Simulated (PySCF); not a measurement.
**As2FGa2H7: density, localisation and related maps**

```yaml
atoms:
  - { symbol: Ga, position_ang: [-0.8323, 0.2290, 1.7127] }
  - { symbol: As, position_ang: [-2.2785, -0.6033, -0.0985] }
  - { symbol: Ga, position_ang: [0.0965, -0.3959, -0.7781] }
  - { symbol: F, position_ang: [-2.6948, 1.1235, -0.5696] }
  - { symbol: H, position_ang: [-0.6918, 0.0005, 3.2485] }
  - { symbol: H, position_ang: [0.6713, 0.3164, 0.9573] }
  - { symbol: H, position_ang: [0.4423, 0.9087, -1.5770] }
  - { symbol: H, position_ang: [0.9515, -1.7089, -0.7271] }
  - { symbol: As, position_ang: [-1.4252, 2.6601, 1.2524] }
  - { symbol: H, position_ang: [-2.8702, 3.0599, 1.3154] }
  - { symbol: H, position_ang: [-1.0205, 3.2218, -0.0781] }
  - { symbol: H, position_ang: [-0.8378, 3.7188, 2.1611] }
```

Geometry: PBE0-D3(BJ)/def2-SVP.

The calculation used PBE0-D3(BJ)/def2-SVPD, SCF density, gas phase (PySCF 2.14.0).

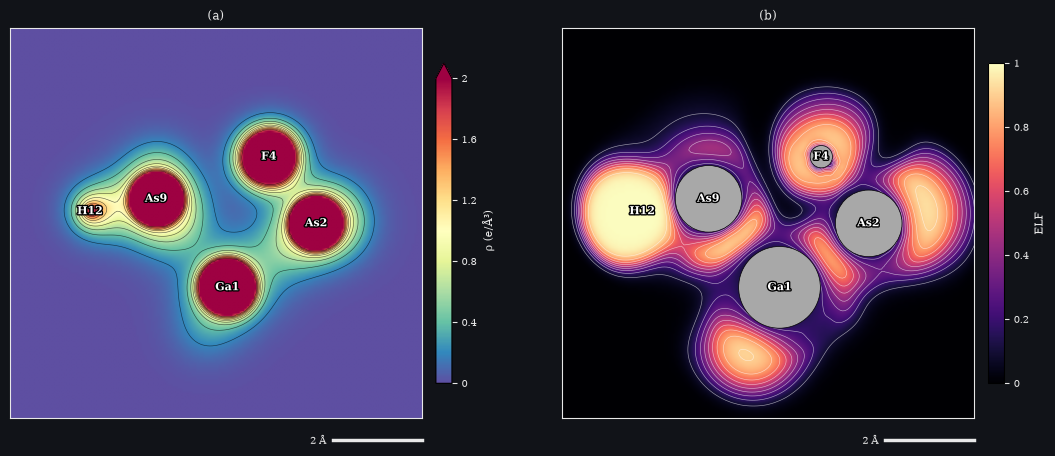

Figure 1. (a) total electron density; (b) electron localisation function on the plane of atoms As2, Ga1 and As9. Grey discs cover the atomic cores in the ELF map.

Describe what can be read from this map.

The section cuts through Ga, As, F and H sites. As–F (1.84 Å): ρ is about 0.76 e/Å³ halfway; the ELF peaks at about 0.80 in the valence shell of F, 0.6 Å from its nucleus, and is about 0.30 at the midpoint. Ga–As (2.46 Å): the density is about 0.52 e/Å³ at the midpoint; the ELF peaks at about 0.80 between the atoms; a covalent bond. As–H (1.51 Å): ρ is about 1.2 e/Å³ halfway; the ELF climbs to about 1 towards the hydrogen, as it does in any bond to H. Ga–As (2.54 Å): the density is about 0.43 e/Å³ at the midpoint, with its minimum of 0.38 e/Å³ about 1.1 Å from Ga; the ELF peaks at about 0.85 between the atoms: localised, covalent bonding. The ELF also peaks beside As2 and F4, away from the bonds: lone-pair regions.

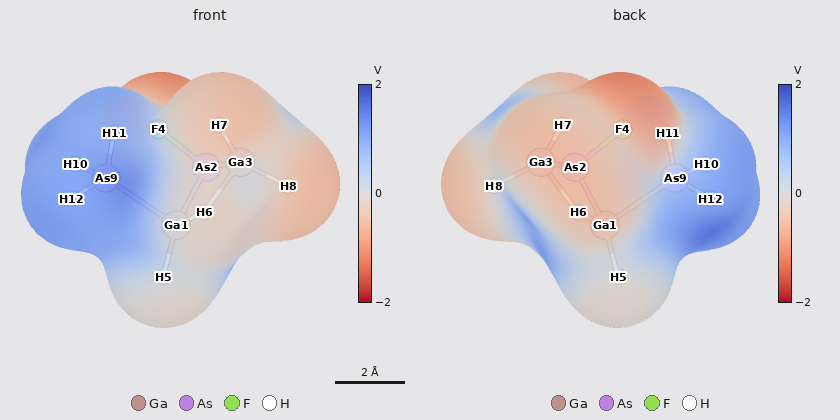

Figure 2. The molecular electrostatic potential painted on the density surface at 0.001 e/bohr³, seen from the front and from behind; red is negative and blue positive.

Describe the electrostatic potential map.

The most negative region (about −1.1 V) lies over F4, the most positive (about +1.5 V) over As9.
